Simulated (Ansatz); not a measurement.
## Electronic structure of CH4F2O2SW (SMILES C[O][W]([OH])([F])([F])=[S]) in real space

```xyz
11

C     0.8936   -1.4318   -0.7683
O    -0.0508   -0.7256   -0.0072
W    -0.4520    1.0673    0.2861
O    -1.7713    0.5269    1.5060
F     0.0061    1.2727   -1.5263
F    -1.5215    2.5605   -0.0275
S     1.2292    1.7495    1.3669
H     0.9797   -0.9805   -1.7608
H     1.8670   -1.3922   -0.2694
H     0.5687   -2.4692   -0.8633
H    -1.6836   -0.2347    2.0845
```

Geometry: PBE0-D4/def2-TZVP; core potentials replace the inner electrons of W.

Computed with RKS PBE0-D4/def2-TZVPP in Ansatz 0.2.0.

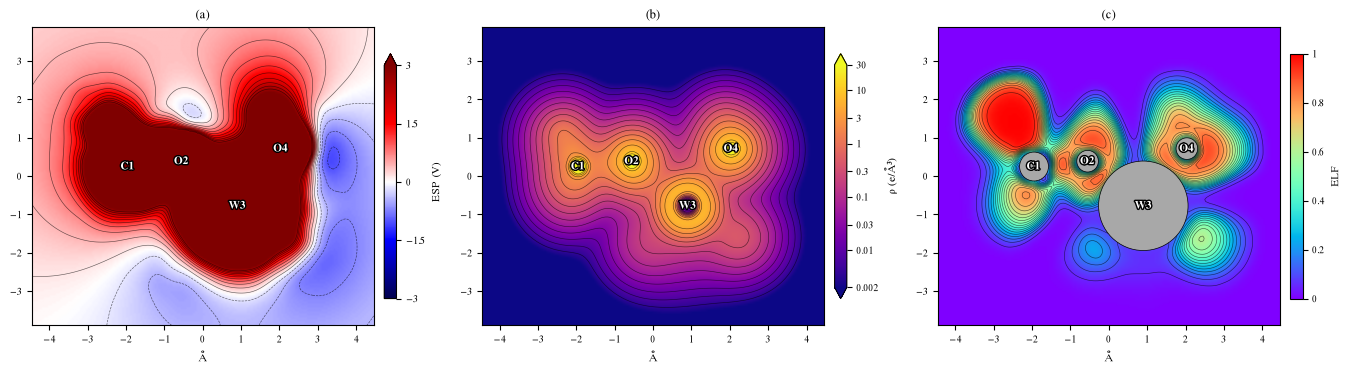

Figure 1. (a) electrostatic potential; (b) electron density; (c) ELF on the plane of atoms C1, O2 and W3. Grey discs cover the atomic cores in the ELF map.

### Describe what can be read from this map.

- Atoms in the plane: C, O and W.
- C–O (1.40 Å): the density is about 2 e/Å³ at the midpoint, with its minimum of 1.7 e/Å³ about 0.5 Å from C; the ELF peaks at about 0.90 between the atoms, as expected for a polar covalent bond.
- W–O (1.86 Å): ρ at the midpoint is about 1.2 e/Å³; the ELF peaks at about 0.85 in the valence shell of O, 0.5 Å from its nucleus, and drops to about 0.25 between the two atoms.
- Outside the dense part of the molecule the potential is most negative (−1.1 V) near O4.

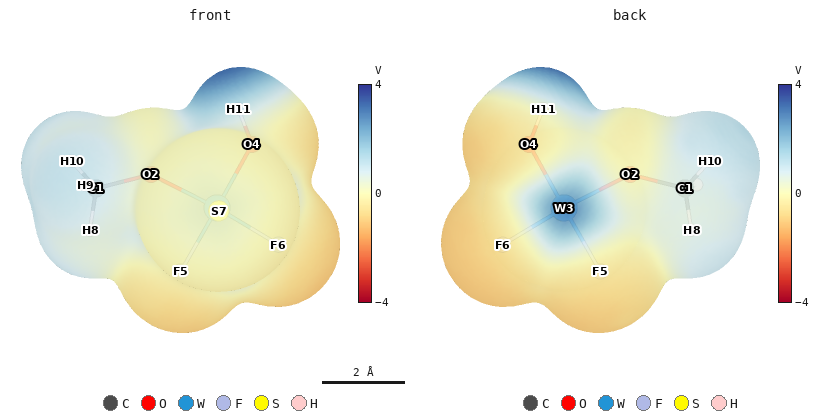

Figure 2. The molecular electrostatic potential painted on the density surface at 0.002 e/bohr³, seen from the front and from behind; the colour scale runs from red (negative) to blue (positive).

### Which sites attract a positive test charge, and which a negative one?

A positive charge is drawn to the negative regions and a negative charge to the positive ones. The most negative region (about −1.1 V) lies over F5 and F6, the most positive (about +3.1 V) over H11.

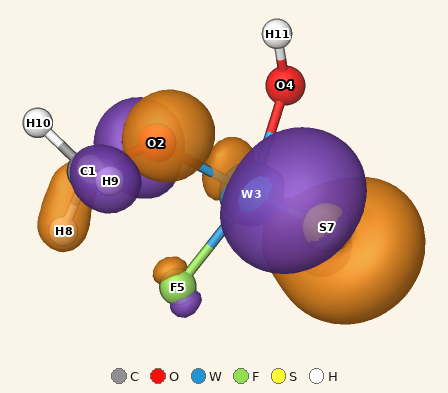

Figure 3. The HOMO at ±0.1 Å⁻³ᐟ² (orange and purple are the two phases), seen at a tilt.

### Where does this orbital lie, and at what energy?

By Hirshfeld shares it lies mainly on S7 (about 60 %), O2 (about 20 %) and W3 (about 15 %). Its energy is −8.23 eV.

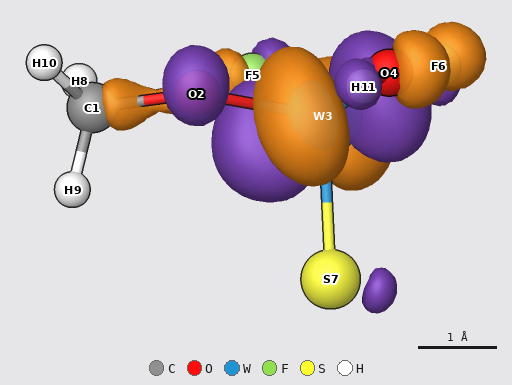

Figure 4. One frontier orbital at ±0.15 Å⁻³ᐟ² (orange and purple are the two phases), seen from one side.

### Which orbital is it: HOMO or LUMO?

The LUMO, at −3.01 eV. Its weight (Hirshfeld) is mainly on W3 (about 65 %), F6 (about 5 %), S7 (about 5 %), O2 (about 5 %) and O4 (about 5 %).
